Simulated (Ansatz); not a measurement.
# C2H6AlFOSi: one species, many methods, part 2 of 2

Ansatz 0.2.0, Gaussian basis; functionals in def2-TZVPP, the program's frozen cores in correlated methods. The steps go on from the part before.

### 14 CAM-B3LYP-D4 (range-separated)

Input file in.yaml:

```yaml
crystal:
  periodic: [false, false, false]
  atoms:
    - {symbol: C, position_ang: [0.371020, -1.845190, 1.559594]}
    - {symbol: O, position_ang: [-0.324620, -0.794748, 0.928229]}
    - {symbol: Si, position_ang: [0.270603, 0.133963, -0.284103]}
    - {symbol: C, position_ang: [-0.945182, 1.061487, -1.392324]}
    - {symbol: Al, position_ang: [0.363211, 2.393164, -0.820500]}
    - {symbol: F, position_ang: [0.628727, 4.002650, -1.050469]}
    - {symbol: H, position_ang: [-0.360059, -2.551406, 1.957222]}
    - {symbol: H, position_ang: [1.026367, -2.376133, 0.859645]}
    - {symbol: H, position_ang: [0.977323, -1.466103, 2.388012]}
    - {symbol: H, position_ang: [1.222565, -0.691571, -1.088144]}
    - {symbol: H, position_ang: [-1.753237, 1.452203, -0.741019]}
    - {symbol: H, position_ang: [-1.399718, 0.626584, -2.282143]}
basis:
  gaussian: {orbitals: def2-TZVPP}
hamiltonian: {xc: {name: CAM-B3LYP}, dispersion: d4}
output: {orbitals: {seedname: orbitals}}
```

The run is started by

```
$ ansatz run in.yaml --threads 4 --pin off --events-out ev --progress --plain --max-ram 10444MiB
```

Standard output, cut to the lines that bear on the results:

```text
Functional definition: CAM-B3LYP
  name "CAM-B3LYP"
  cite "Yanai, Tew & Handy, Chem. Phys. Lett. 393, 51 (2004) doi:10.1016/j.cplett.2004.06.011"
  cite "Iikura, Tsuneda, Yanai & Hirao, J. Chem. Phys. 115, 3540 (2001) doi:10.1063/1.1383587"
  cite "Becke, Phys. Rev. A 38, 3098 (1988) doi:10.1103/PhysRevA.38.3098"
  cite "Lee, Yang & Parr, Phys. Rev. B 37, 785 (1988) doi:10.1103/PhysRevB.37.785"
  cite "Vosko, Wilk & Nusair, Can. J. Phys. 58, 1200 (1980) doi:10.1139/p80-159"
[...]
  # Exact exchange under (alpha + beta erf(omega r))/r, Becke's under what is left of 1/r.
[...]
1600 factors; their error is unknown
395 factors; integrals over basis functions are off by at most 1.9e-5 eV
[...]
mean field -21413.13992683 eV, -786.9183779635 hartree, gradient 4.4e-5 eV, S^2 0.000000; 0 other end points of the search recorded, 0 dependent functions left out
reference -21413.14008420 eV, -786.9183837465 hartree; 31, 31 occupied and 261, 261 virtual orbitals, 1600 factors
Total energy: -21413.36029173 eV, -786.9264762241 hartree
```

Wall time 6.5 s (4 threads of Arm Neoverse V1, shared host); peak memory 0.97 GiB.

With the free atoms at this level, -21367.249 eV in sum, the atomisation energy is 4449.1 kJ/mol. HOMO -7.40 eV, LUMO -0.33 eV.

### 15 LC-ωPBE (range-separated)

Edit in.yaml of step 14 so:

```diff
@@ -17,3 +17,3 @@
   gaussian: {orbitals: def2-TZVPP}
-hamiltonian: {xc: {name: CAM-B3LYP}, dispersion: d4}
+hamiltonian: {xc: {name: LC-wPBE}}
 output: {orbitals: {seedname: orbitals}}
```

The command is unchanged.

Standard output, cut to the lines that bear on the results:

```text
Functional definition: LC-wPBE
  name "LC-wPBE"
  cite "Vydrov & Scuseria, J. Chem. Phys. 125, 234109 (2006) doi:10.1063/1.2409292"
  cite "Heyd & Scuseria, J. Chem. Phys. 120, 7274 (2004) doi:10.1063/1.1668634"
  cite "Ernzerhof & Perdew, J. Chem. Phys. 109, 3313 (1998) doi:10.1063/1.476928"
  cite "Perdew, Burke & Ernzerhof, Phys. Rev. Lett. 77, 3865 (1996) doi:10.1103/PhysRevLett.77.3865"
  parent pbe
[...]
1578 factors; their error is unknown
522 factors; integrals over basis functions are off by at most 3.0e-5 eV
[...]
mean field -21406.40730711 eV, -786.6709587522 hartree, gradient 2.9e-5 eV, S^2 0.000000; 0 other end points of the search recorded, 0 dependent functions left out
reference -21406.40730712 eV, -786.6709587525 hartree; 31, 31 occupied and 261, 261 virtual orbitals, 1578 factors
Total energy: -21406.40730712 eV, -786.6709587525 hartree
```

Wall time 4.5 s (4 threads of Arm Neoverse V1, shared host); peak memory 0.63 GiB.

With the free atoms at this level, -21360.479 eV in sum, the atomisation energy is 4431.4 kJ/mol. HOMO -8.59 eV, LUMO 0.73 eV.

### 16 ωB97X-V (range-separated)

Edit in.yaml of step 15 so:

```diff
@@ -17,3 +17,3 @@
   gaussian: {orbitals: def2-TZVPP}
-hamiltonian: {xc: {name: LC-wPBE}}
+hamiltonian: {xc: {name: wB97X-V}}
 output: {orbitals: {seedname: orbitals}}
```

Same command.

Standard output, cut to the lines that bear on the results:

```text
Functional definition: wB97X-V
  name "wB97X-V"
  cite "Mardirossian & Head-Gordon, Phys. Chem. Chem. Phys. 16, 9904 (2014) doi:10.1039/C3CP54374A"
  cite "Becke, J. Chem. Phys. 107, 8554 (1997) doi:10.1063/1.475007"
  cite "Vydrov & Van Voorhis, J. Chem. Phys. 133, 244103 (2010) doi:10.1063/1.3521275"
[...]
      + integral(e_c_pw_opposite_spin*poly(b97_u_opposite, cos0, cos1)) + vv10(b, c)
1600 factors; their error is unknown
373 factors; integrals over basis functions are off by at most 1.5e-5 eV
[...]
mean field -21410.72351366 eV, -786.8295764172 hartree, gradient 7.7e-5 eV, S^2 0.000000; 0 other end points of the search recorded, 0 dependent functions left out
reference -21410.72351109 eV, -786.8295763229 hartree; 31, 31 occupied and 261, 261 virtual orbitals, 1600 factors
Total energy: -21410.72351109 eV, -786.8295763229 hartree
```

Wall time 14 s (4 threads of Arm Neoverse V1, shared host); peak memory 1 GiB.

Atomisation energy: 4453.9 kJ/mol (free atoms -21364.562 eV, run apart). HOMO -8.33 eV, LUMO 0.63 eV.

### 17 ωB97M-V (range-separated)

Edit in.yaml of step 16 so:

```diff
@@ -17,3 +17,3 @@
   gaussian: {orbitals: def2-TZVPP}
-hamiltonian: {xc: {name: wB97X-V}}
-output: {orbitals: {seedname: orbitals}}
+hamiltonian: {xc: {name: wB97M-V}}
+output: {forces: true, orbitals: {seedname: orbitals}}
```

The command is unchanged.

Standard output, cut to the lines that bear on the results:

```text
Functional definition: wB97M-V
  name "wB97M-V"
  cite "Mardirossian & Head-Gordon, J. Chem. Phys. 144, 214110 (2016) doi:10.1063/1.4952647"
  cite "Becke, J. Chem. Phys. 107, 8554 (1997) doi:10.1063/1.475007"
  cite "Vydrov & Van Voorhis, J. Chem. Phys. 133, 244103 (2010) doi:10.1063/1.3521275"
  # Of w^i u^j: cxij and so on, Table III.
[...]
  gx(w, u) = 1 - cx + cx01*u + cx10*w
  gss(w, u) = css00 + css04*u^4 + css10*w + css20*w^2 + css43*w^4*u^3
  gos(w, u) = cos00 + cos10*w + (cos20 + cos21*u)*w^2 + (cos60 + cos61*u)*w^6
[...]
      + integral(e_c_pw_mod_opposite_spin*gos(b97_w_opposite, b97_u_opposite)) + vv10(b, c)
1584 factors; their error is unknown
373 factors; integrals over basis functions are off by at most 1.5e-5 eV
[...]
Atom 2 at     0.270603     0.133963    -0.284103 Å, force     0.076352     0.051981    -0.162860 eV/Å
Atom 3 at    -0.945182     1.061487    -1.392324 Å, force    -0.042546    -0.019478    -0.026658 eV/Å
Atom 4 at     0.363211     2.393164    -0.820500 Å, force    -0.052702    -0.164817     0.022088 eV/Å
Atom 5 at     0.628727     4.002650    -1.050469 Å, force     0.021481     0.097345    -0.011376 eV/Å
Atom 6 at    -0.360059    -2.551406     1.957222 Å, force     0.076124     0.058349    -0.033094 eV/Å
Atom 7 at     1.026367    -2.376133     0.859645 Å, force    -0.057252     0.046139     0.054583 eV/Å
Atom 8 at     0.977323    -1.466103     2.388012 Å, force    -0.053058    -0.034784    -0.074483 eV/Å
Atom 9 at     1.222565    -0.691571    -1.088144 Å, force    -0.102082     0.068504     0.084220 eV/Å
Atom 10 at    -1.753237     1.452203    -0.741019 Å, force     0.064326    -0.022483    -0.026058 eV/Å
Atom 11 at    -1.399718     0.626584    -2.282143 Å, force     0.046052     0.032334     0.075811 eV/Å
Dipole moment:     0.054460    -0.359319     0.091124 e Å
```

Run time: 20 s. Hardware: 4 threads of Arm Neoverse V1, shared host; peak memory 1.2 GiB.

With the free atoms at this level, -21365.831 eV in sum, the atomisation energy is 4449.9 kJ/mol. HOMO -8.14 eV, LUMO 0.38 eV.

### 18 B2PLYP (double hybrid)

Edit in.yaml of step 17 so:

```diff
@@ -17,3 +17,2 @@
   gaussian: {orbitals: def2-TZVPP}
-hamiltonian: {xc: {name: wB97M-V}}
-output: {forces: true, orbitals: {seedname: orbitals}}
+hamiltonian: {xc: {name: B2PLYP}}
```

The command is unchanged.

Standard output, cut to the lines that bear on the results:

```text
Functional definition: B2PLYP
  name "B2PLYP"
  cite "Grimme, J. Chem. Phys. 124, 034108 (2006) doi:10.1063/1.2148954"
  cite "Becke, Phys. Rev. A 38, 3098 (1988) doi:10.1103/PhysRevA.38.3098"
  cite "Lee, Yang & Parr, Phys. Rev. B 37, 785 (1988) doi:10.1103/PhysRevB.37.785"
[...]
1743 factors; integrals over basis functions are off by at most 8.8e-4 eV
[...]
mean field -21395.09953762 eV, -786.2554058883 hartree, gradient 2.9e-6 eV, S^2 0.000000; 0 other end points of the search recorded, 0 dependent functions left out
14 core orbitals not correlated: weight in the atoms' cores, before any rotation towards them, 1.000 or more for the frozen orbitals, at most 0.000 for the correlated occupied ones
reference -21395.09973970 eV, -786.2554133144 hartree; 17, 17 occupied and 261, 261 virtual orbitals, 1743 factors
second order -33.64587551 eV of doubles, -0.00000000 eV of singles
Total energy: -21404.18412608 eV, -786.5892583565 hartree
```

Run time: 11 s. Hardware: 4 threads of Arm Neoverse V1, shared host; peak memory 0.85 GiB.

Atomisation energy: 4388.5 kJ/mol (free atoms -21358.701 eV, run apart).

### 19 PBE-QIDH (double hybrid)

Edit in.yaml of step 18 so:

```diff
@@ -17,2 +17,2 @@
   gaussian: {orbitals: def2-TZVPP}
-hamiltonian: {xc: {name: B2PLYP}}
+hamiltonian: {xc: {name: PBE-QIDH}}
```

Same command.

Standard output, cut to the lines that bear on the results:

```text
Functional definition: PBE-QIDH
  name "PBE-QIDH"
  cite "Brémond, Sancho-García, Pérez-Jiménez & Adamo, J. Chem. Phys. 141, 031101 (2014) doi:10.1063/1.4890314"
  cite "Perdew, Burke & Ernzerhof, Phys. Rev. Lett. 77, 3865 (1996) doi:10.1103/PhysRevLett.77.3865"
[...]
1743 factors; integrals over basis functions are off by at most 8.8e-4 eV
[...]
mean field -21385.45910830 eV, -785.9011266453 hartree, gradient 1.6e-6 eV, S^2 0.000000; 0 other end points of the search recorded, 0 dependent functions left out
14 core orbitals not correlated: weight in the atoms' cores, before any rotation towards them, 1.000 or more for the frozen orbitals, at most 0.000 for the correlated occupied ones
reference -21385.45912416 eV, -785.9011272280 hartree; 17, 17 occupied and 261, 261 virtual orbitals, 1743 factors
second order -31.22074074 eV of doubles, -0.00000000 eV of singles
Total energy: -21395.86603774 eV, -786.2835742480 hartree
```

Wall time 11 s (4 threads of Arm Neoverse V1, shared host); peak memory 0.85 GiB.

With the free atoms at this level, -21350.147 eV in sum, the atomisation energy is 4411.3 kJ/mol.

### 20 Frontier levels by functional

Dipoles come from the runs that computed forces. Levels are read from the orbital files that the runs wrote:

| functional | HOMO (eV) | LUMO (eV) | gap (eV) | dipole (D) |
| --- | --- | --- | --- | --- |
| LDA (SPW92) | -5.28 | -2.34 | 2.93 |  |
| PBE-D4 | -5.16 | -2.13 | 3.03 | 1.88 |
| revPBE-D4 | -5.10 | -2.03 | 3.07 |  |
| BLYP-D4 | -5.03 | -1.97 | 3.06 |  |
| r2SCAN-D4 | -5.33 | -1.91 | 3.42 | 1.80 |
| B97M-V | -5.37 | -2.00 | 3.37 |  |
| PBE0-D4 | -6.17 | -1.35 | 4.82 |  |
| B3LYP-D4 | -6.00 | -1.52 | 4.49 | 1.90 |
| r2SCANh-D4 | -5.71 | -1.64 | 4.07 |  |
| r2SCAN0-D4 | -6.28 | -1.24 | 5.05 |  |
| HSE06-D4 | -5.78 | -1.72 | 4.05 |  |
| BHLYP-D4 | -7.09 | -0.50 | 6.59 |  |
| CAM-B3LYP-D4 | -7.40 | -0.33 | 7.07 |  |
| LC-ωPBE | -8.59 | 0.73 | 9.32 |  |
| ωB97X-V | -8.33 | 0.63 | 8.95 |  |
| ωB97M-V | -8.14 | 0.38 | 8.52 | 1.80 |

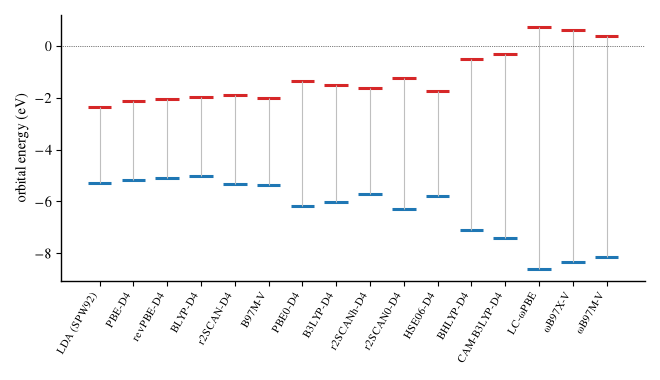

Highest occupied (blue) and lowest empty (red) level by functional.

### 21 CCSD(T) in def2-SVP

Edit in.yaml of step 19 so:

```diff
@@ -16,3 +16,3 @@
 basis:
-  gaussian: {orbitals: def2-TZVPP}
-hamiltonian: {xc: {name: PBE-QIDH}}
+  gaussian: {orbitals: def2-SVP}
+correlation: {method: ccsd_t}
```

Launched as before.

Standard output, cut to the lines that bear on the results:

```text
Functional definition: HF
  name "HF"
  cite "Fock, Z. Phys. 61, 126 (1930) doi:10.1007/BF01340294"
  parent pbe
[...]
1184 factors; integrals over basis functions are off by at most 1.2e-3 eV
[...]
mean field -21335.31399596 eV, -784.0583277564 hartree, gradient 3.1e-6 eV, S^2 0.000000; 0 other end points of the search recorded, 0 dependent functions left out
14 core orbitals not correlated: weight in the atoms' cores, before any rotation towards them, 1.000 or more for the frozen orbitals, at most 0.000 for the correlated occupied ones
reference -21335.31399596 eV, -784.0583277564 hartree; 17, 17 occupied and 91, 91 virtual orbitals, 1184 factors
second order -21.80945109 eV of doubles, -0.00000000 eV of singles
cycle   1  -22.43674144 eV  change   -6.3e-1 eV  update   1.2e-1
[...]
cycle  10  -23.15530809 eV  change   -2.3e-5 eV  update   3.1e-5
perturbative correction -0.62639086 eV, -0.0230194394 hartree
Total energy: -21359.09569491 eV, -784.9322890731 hartree
```

It took 13 s on 4 threads of Arm Neoverse V1, shared host; peak memory 0.67 GiB.

### 22 CCSD(T) in def2-TZVPP

Edit in.yaml of step 21 so:

```diff
@@ -16,3 +16,4 @@
 basis:
-  gaussian: {orbitals: def2-SVP}
+  gaussian: {orbitals: def2-TZVPP}
 correlation: {method: ccsd_t}
+output: {orbitals: {seedname: orbitals}}
```

Launched as before.

Standard output, cut to the lines that bear on the results:

```text
Functional definition: HF
  name "HF"
  cite "Fock, Z. Phys. 61, 126 (1930) doi:10.1007/BF01340294"
  parent pbe
[...]
1743 factors; integrals over basis functions are off by at most 8.8e-4 eV
[...]
mean field -21349.08543691 eV, -784.5644188765 hartree, gradient 2.8e-6 eV, S^2 0.000000; 0 other end points of the search recorded, 0 dependent functions left out
14 core orbitals not correlated: weight in the atoms' cores, before any rotation towards them, 1.000 or more for the frozen orbitals, at most 0.000 for the correlated occupied ones
reference -21349.08543691 eV, -784.5644188765 hartree; 17, 17 occupied and 261, 261 virtual orbitals, 1743 factors
second order -27.77636766 eV of doubles, -0.00000000 eV of singles
cycle   1  -28.03264645 eV  change   -2.6e-1 eV  update   1.2e-1
[...]
cycle  12  -28.83616158 eV  change   -1.4e-5 eV  update   8.2e-6
perturbative correction -1.11324421 eV, -0.0409109700 hartree
Total energy: -21379.03484269 eV, -785.6650392387 hartree
```

Wall time 7.7 min (4 threads of Arm Neoverse V1, shared host); peak memory 9.2 GiB.

### 23 MP2 in def2-QZVPP

Edit in.yaml of step 22 so:

```diff
@@ -16,4 +16,3 @@
 basis:
-  gaussian: {orbitals: def2-TZVPP}
-correlation: {method: ccsd_t}
-output: {orbitals: {seedname: orbitals}}
+  gaussian: {orbitals: "def2-QZVPP.json"}
+correlation: {method: mp2}
```

The command is unchanged.

Standard output:

```text
Functional definition: HF
  name "HF"
  cite "Fock, Z. Phys. 61, 126 (1930) doi:10.1007/BF01340294"
  parent pbe
  exchange = exact_x
  correlation = 0
3267 factors; integrals over basis functions are off by at most 7.0e-4 eV
mean field evaluation 1: about -21343.5113 eV, gradient 5.3e1 eV
mean field evaluation 2: about -21343.6582 eV, gradient 5.3e1 eV
mean field evaluation 4: about -21349.7404 eV, gradient 4.6e0 eV
mean field evaluation 8: about -21349.8536 eV, gradient 5.5e-1 eV
mean field -21349.85583642 eV, -784.5927305364 hartree, gradient 4.3e-6 eV, S^2 0.000000; 0 other end points of the search recorded, 0 dependent functions left out
14 core orbitals not correlated: weight in the atoms' cores, before any rotation towards them, 1.000 or more for the frozen orbitals, at most 0.000 for the correlated occupied ones
reference -21349.85583642 eV, -784.5927305364 hartree; 17, 17 occupied and 517, 517 virtual orbitals, 3267 factors
second order -29.95796026 eV of doubles, -0.00000000 eV of singles
Total energy: -21379.81379668 eV, -785.6936652696 hartree
```

It took 42 s on 4 threads of Arm Neoverse V1, shared host; peak memory 3.9 GiB.

The pieces so far (eV):

| basis | HF | MP2 correlation | CCSD correlation | (T) | total |
| --- | --- | --- | --- | --- | --- |
| def2-SVP | -21335.3140 | -21.8095 | -23.1553 | -0.6264 | -21359.0957 |
| def2-TZVPP | -21349.0854 | -27.7764 | -28.8362 | -1.1132 | -21379.0348 |
| def2-QZVPP | -21349.8558 | -29.9580 |  |  | -21379.8138 (MP2) |

The report of the def2-TZVPP run gives T1 = 0.0136.

### 24 The basis-set limit

This step is arithmetic on the last runs, with X = 3 and 4: exp(−7.88√X) for Hartree-Fock, X^−2.97 for correlation; only MP2 was run in the larger set, so CCSD(T) minus MP2 is added from the smaller one.

| level | energy at the limit (eV) |
| --- | --- |
| HF | -21349.9620 |
| MP2 | -21381.5359 |
| CCSD | -21382.5957 |
| CCSD(T) | -21383.7089 |

### 25 RPA on PBE orbitals

Edit in.yaml of step 23 so:

```diff
@@ -16,3 +16,4 @@
 basis:
-  gaussian: {orbitals: "def2-QZVPP.json"}
-correlation: {method: mp2}
+  gaussian: {orbitals: def2-TZVPP}
+hamiltonian: {xc: pbe}
+correlation: {method: rpa}
```

Same command.

Standard output, cut to the lines that bear on the results:

```text
Functional definition: PBE
  name "PBE"
  cite "Perdew, Burke & Ernzerhof, Phys. Rev. Lett. 77, 3865 (1996) doi:10.1103/PhysRevLett.77.3865"
  parent pbe
[...]
1743 factors; integrals over basis functions are off by at most 8.8e-4 eV
[...]
mean field -21399.85859518 eV, -786.4302980276 hartree, gradient 5.3e-6 eV, S^2 0.000000; 1 other end points of the search recorded, 0 dependent functions left out
14 core orbitals not correlated: weight in the atoms' cores, before any rotation towards them, 1.000 or more for the frozen orbitals, at most 0.000 for the correlated occupied ones
reference -21346.97629046 eV, -784.4869091741 hartree; 17, 17 occupied and 261, 261 virtual orbitals, 1743 factors
Total energy: -21392.04253144 eV, -786.1430629830 hartree
```

Wall time 11 s (4 threads of Arm Neoverse V1, shared host); peak memory 0.83 GiB.

RPA correlation: -45.066 eV. No RPA run of the hydrogen atom was made, so RPA has no atomisation energy below.

### 26 All levels against the reference

Free atoms (2 C, 1 O, 1 Si, 1 Al, 1 F, 6 H) were run apart at each level; the atomisation energy is their sum less the molecule, without zero-point or spin-orbit terms.

Differences are taken before rounding.

| method | rung | atomisation energy (kJ/mol) | from CCSD(T)/CBS (kJ/mol) | time |
| --- | --- | --- | --- | --- |
| LDA (SPW92) | LDA | 5086.7 | +634.6 | 2.3 s |
| PBE-D4 | GGA | 4517.5 | +65.5 | 4.3 s |
| revPBE-D4 | GGA | 4399.0 | -53.0 | 3.7 s |
| BLYP-D4 | GGA | 4418.4 | -33.6 | 3.6 s |
| r2SCAN-D4 | meta-GGA | 4465.6 | +13.6 | 8.6 s |
| B97M-V | meta-GGA | 4467.7 | +15.7 | 16 s |
| PBE0-D4 | hybrid | 4431.7 | -20.4 | 6 s |
| B3LYP-D4 | hybrid | 4421.2 | -30.8 | 8.5 s |
| r2SCANh-D4 | hybrid | 4432.3 | -19.8 | 9.5 s |
| r2SCAN0-D4 | hybrid | 4384.6 | -67.4 | 9 s |
| HSE06-D4 | hybrid | 4434.9 | -17.2 | 6 s |
| BHLYP-D4 | hybrid | 4290.2 | -161.8 | 6 s |
| CAM-B3LYP-D4 | range-separated | 4449.1 | -3.0 | 6.5 s |
| LC-ωPBE | range-separated | 4431.4 | -20.6 | 4.5 s |
| ωB97X-V | range-separated | 4453.9 | +1.8 | 14 s |
| ωB97M-V | range-separated | 4449.9 | -2.2 | 20 s |
| B2PLYP | double hybrid | 4388.5 | -63.5 | 11 s |
| PBE-QIDH | double hybrid | 4411.3 | -40.8 | 11 s |
| HF/def2-TZVPP | wavefunction | 3224.0 | -1228.1 |  |
| MP2/def2-TZVPP | wavefunction | 4425.0 | -27.0 |  |
| CCSD/def2-TZVPP | wavefunction | 4256.9 | -195.1 |  |
| CCSD(T)/def2-SVP | wavefunction | 4160.4 | -291.7 | 13 s |
| CCSD(T)/def2-TZVPP | wavefunction | 4327.7 | -124.4 | 7.7 min |
| MP2/CBS | wavefunction | 4549.4 | +97.3 |  |
| CCSD(T)/CBS | wavefunction | 4452.0 | 0 | 8.4 min |

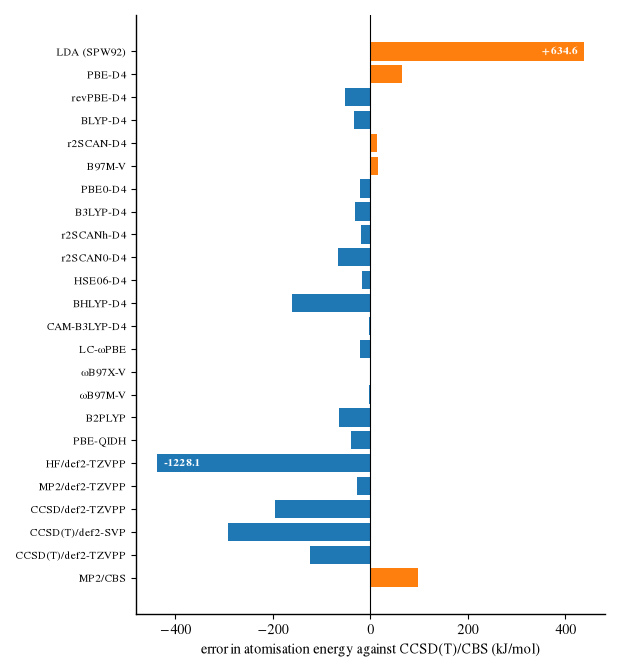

How far each level lands from CCSD(T)/CBS. Bars with a number in them are cut short.

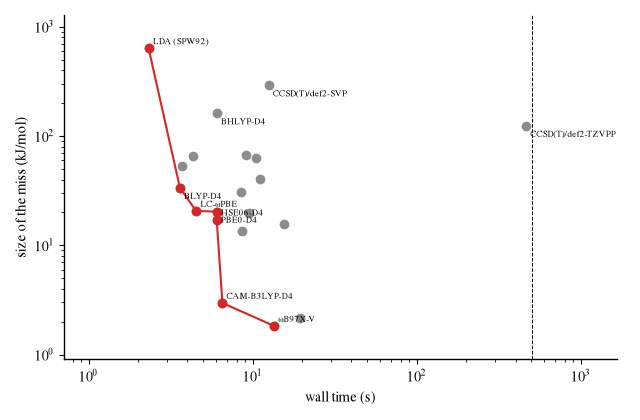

Miss against cost. Red marks the levels that no quicker level drawn beats (of those quicker than the yardstick), and the dashed line is the time of CCSD(T)/CBS. Only those levels and the largest misses are named. Times are from a shared host.

LDA (SPW92), LC-ωPBE, B2PLYP, PBE-QIDH carry no dispersion term (for B3LYP, D4 adds 39.4 kJ/mol).

Times are those of the molecule's run; HF, MP2 and CCSD come out of the CCSD(T) runs, and the limit's time is the sum of the runs that it needs.

### 27 Outcome

This closing draws on all 2 parts.

| quantity | value |
| --- | --- |
| atomisation energy, CCSD(T)/CBS | 4452.0 kJ/mol |
| functionals within 22.3 kJ/mol (0.5 %) | r2SCAN-D4, B97M-V, PBE0-D4, r2SCANh-D4, HSE06-D4, CAM-B3LYP-D4, LC-ωPBE, ωB97X-V, ωB97M-V |
| farthest beyond LDA | BHLYP-D4 (-161.8 kJ/mol) |
| mean size of error, GGA | 50.7 kJ/mol |
| mean size of error, meta-GGA | 14.6 kJ/mol |
| mean size of error, hybrid | 52.9 kJ/mol |
| mean size of error, range-separated | 6.9 kJ/mol |
| mean size of error, double hybrid | 52.2 kJ/mol |
| gap, smallest and largest | 2.93 eV (LDA (SPW92)), 9.32 eV (LC-ωPBE) |
| T1 diagnostic | 0.0136 |
| triples share of the correlation energy | 3.7 % |

What this shows: The LDA atomisation energy is off by 634.6 kJ/mol (14 %): it overbinds. PBE-D4 misses by +65.5 kJ/mol. Double hybrids carry the basis error of their MP2 part in triple zeta, and no dispersion term here, so their miss is partly the set-up's. The rungs range-separated, meta-GGA miss on average by less than the doubt on the reference (22.3 kJ/mol), so they tie. Misses under about 22.3 kJ/mol are within the doubt on the reference itself, which lacks core-valence correlation, relativity and higher excitations. Hartree-Fock recovers 72 % of the binding; the rest is correlation. CCSD(T) in def2-SVP is off by -291.7 kJ/mol, so the small basis spoils what the method gains. The gap grows from 2.9 to 9.3 eV across the functionals, mostly with the share of exact exchange.

For cost: ωB97X-V gets within 1.8 kJ/mol in 14 s, where CCSD(T)/CBS took 8.4 min; the quickest level in the cost chart, LDA (SPW92), takes 2.3 s and misses by 634.6 kJ/mol.
